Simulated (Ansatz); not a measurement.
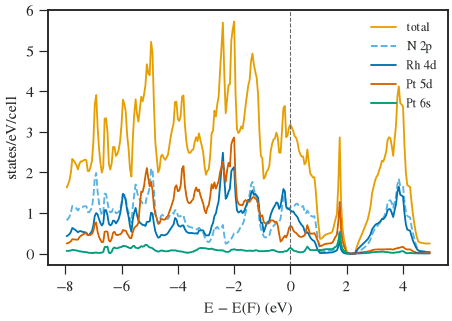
Figure. Total and projected density of states of PtRhN$_{2}$ in space group R-3m (No. 166; Rh on 3b, Pt on 3a, N on 6c), plane-wave PAW r²SCAN (Ansatz code)

**Question.** Which orbitals carry the states next to the Fermi level?

**Answer.** Within 0.5 eV of the Fermi level: N 2p 39 %, Rh 4d 37 %, Pt 5d 18 %. Projections are on Löwdin-orthogonalised atomic valence shells; empty p or d shells of many metals are not among them.

**Question.** Where is the tallest occupied peak in this window, and what makes it?

**Answer.** Near -2.0 eV, about 5.7 states/eV per cell; the largest projected share is Pt 5d.

The start of the workflow was typed in or built on a structure type; neither database checked (COD, Materials Project) lists it. Its standing as an ambient phase is unchecked. Symmetry was held in the r²SCAN relaxation; its stability against distortions is not shown here. The workflow began spin-polarised and lost its moments. Its formation energy is positive at this level, so the cell may be metastable or incomplete. Scalar-relativistic: spin–orbit coupling is off unless named, which matters more the heavier the elements.

Potentials: the later of the program's two PAW sets.
